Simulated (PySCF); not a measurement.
**One shape, several levels: GeSiH5OF (SMILES [F][GeH2][O][SiH3])**

Wanted: a comparison of 4 runs (BHLYP/cc-pVDZ, M06-2X/cc-pVDZ, revPBE/cc-pVDZ, wB97M-V/cc-pVDZ) of GeSiH5OF. The job is set up through a Python script.

The calculation is run with PySCF 2.14.0.

### Step 1. The system as given

GeSiH5OF: 9 atoms, total charge 0, spin state singlet. As SMILES, `[F][GeH2][O][SiH3]`. The shape is that of a PBE0-D4/def2-TZVP optimisation. This is one conformer, not always the lowest.

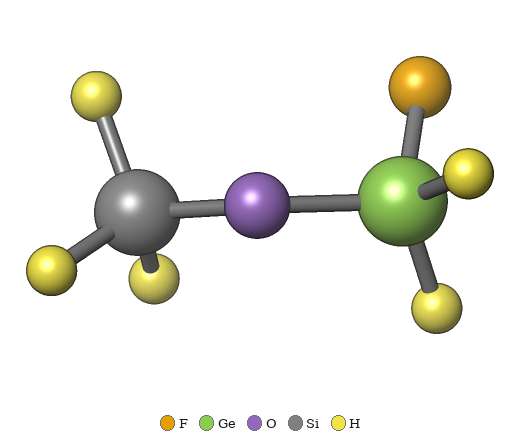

Viewed from a chosen angle; fluorine amber, germanium green, oxygen purple, silicon grey, hydrogen yellow.

### Step 2. A single-point energy at BHLYP/cc-pVDZ (run 1)

File geometry.xyz:

```xyz
9

F     -0.320900     2.199100    -0.801400
Ge    -0.724900     0.581800    -1.283400
O      0.362900    -0.480200    -0.412500
Si     0.750200    -0.722700     1.165100
H     -0.409400     0.450200    -2.771800
H     -2.172200     0.349400    -0.838500
H      1.861400     0.172700     1.573600
H     -0.429500    -0.459400     2.034900
H      1.170800    -2.137200     1.317100
```

File job.py:

```python
from pyscf import gto, dft

mol = gto.M(
    atom='geometry.xyz',
    basis='cc-pvdz',
    verbose=3,
    max_memory=1860,
)

myscf = dft.RKS(mol)
myscf.xc = 'bhandhlyp'
myscf.grids.level = 5
myscf.conv_tol = 1e-10
myscf.kernel()
if not myscf.converged:
    myscf = myscf.newton().run(myscf.mo_coeff, myscf.mo_occ)

e_final = myscf.e_tot
print('Final energy', e_final)
```

On the command line:

```sh
$ OMP_NUM_THREADS=1 python job.py
```

What it wrote:

```text
converged SCF energy = -2544.52311821866
Final energy -2544.523118218665
```

It took 27 s on 1 thread of Arm Neoverse V2, shared host; peak memory 0.52 GiB.

### Step 3. The energy at M06-2X/cc-pVDZ (run 2)

File run.py:

```python
from pyscf import gto, dft

molecule = gto.M(
    atom='''
F     -0.606413     4.155697    -1.514427
Ge    -1.369862     1.099443    -2.425275
O      0.685782    -0.907446    -0.779512
Si     1.417673    -1.365705     2.201720
H     -0.773654     0.850755    -5.237943
H     -4.104863     0.660270    -1.584535
H      3.517536     0.326356     2.973673
H     -0.811637    -0.868140     3.845404
H      2.212491    -4.038723     2.488958
''',
    max_memory=1860,
    verbose=4,
    unit='bohr',
    spin=0,
    basis='cc-pvdz',
    charge=0,
)

calc0 = dft.RKS(molecule)
calc0.xc = 'm06-2x'
calc0.conv_tol = 1e-10
calc0.grids.level = 5
calc0.kernel()
if not calc0.converged:
    calc0 = calc0.newton().run(calc0.mo_coeff, calc0.mo_occ)

etot = calc0.e_tot
print('Final energy', etot)
```

On the command line:

```sh
$ OMP_NUM_THREADS=1 python run.py
```

What it wrote:

```text
PySCF version 2.14.0

[... 78 lines left out ...]
converged SCF energy = -2544.53742449956
Final energy -2544.5374244995605
```

It took 51 s on 1 thread of Arm Neoverse V2, shared host; peak memory 0.53 GiB.

Run 3 isn't shown in full; the table further down has it.

### Step 4. The energy at wB97M-V/cc-pVDZ (run 4)

File calc.py:

```python
from pyscf import gto, dft

system = gto.M(
    atom='''
F     -0.320900     2.199100    -0.801400
Ge    -0.724900     0.581800    -1.283400
O      0.362900    -0.480200    -0.412500
Si     0.750200    -0.722700     1.165100
H     -0.409400     0.450200    -2.771800
H     -2.172200     0.349400    -0.838500
H      1.861400     0.172700     1.573600
H     -0.429500    -0.459400     2.034900
H      1.170800    -2.137200     1.317100
''',
    charge=0,
    basis='cc-pvdz',
    spin=0,
    max_memory=1860,
    verbose=3,
)

myscf = dft.RKS(system, xc='wb97m-v')
myscf.conv_tol = 1e-10
myscf.grids.level = 5
myscf.nlcgrids.level = 1
myscf.kernel()
if not myscf.converged:
    myscf = myscf.newton().run(myscf.mo_coeff, myscf.mo_occ)

etot = myscf.e_tot
print('Final energy', etot)
```

On the command line:

```sh
$ OMP_NUM_THREADS=1 python calc.py
```

What it wrote:

```text
converged SCF energy = -2544.41775636122
Final energy -2544.417756361221
```

Wall time 2.1 min (1 thread of Arm Neoverse V2, shared host); peak memory 0.53 GiB.

### Step 5. The series

| run | level | nlc grid | energy (Eh) | dipole moment (D) | HOMO energy (eV) | LUMO energy (eV) | wall time |
| --- | --- | --- | --- | --- | --- | --- | --- |
| 1 | BHLYP/cc-pVDZ | – | -2544.523118 | 1.91 | -10.11 | 1.21 | 27 s |
| 2 | M06-2X/cc-pVDZ | – | -2544.537424 | 1.83 | -10.10 | 1.17 | 51 s |
| 3 | revPBE/cc-pVDZ | – | -2544.320798 | 1.61 | -7.17 | -0.58 | 28 s |
| 4 | wB97M-V/cc-pVDZ | 1 | -2544.417756 | 1.79 | -10.96 | 2.16 | 2.1 min |

### Step 6. Results

| quantity | value |
| --- | --- |
| run 4: total energy | -2544.41776 Eh |
| run 4: dipole moment | 1.79 D |
| run 4: HOMO energy | -10.96 eV |
| run 4: LUMO energy | 2.16 eV |
| run 4: HOMO–LUMO gap | 13.12 eV |

The dipole moment (its size) runs from 1.61 D (revPBE/cc-pVDZ) to 1.91 D (BHLYP/cc-pVDZ). The HOMO–LUMO gap runs from 6.60 eV (revPBE/cc-pVDZ) to 13.12 eV (wB97M-V/cc-pVDZ). Totals of different functionals can't be ranked against each other. All runs together took 3.9 min, the longest 2.1 min.
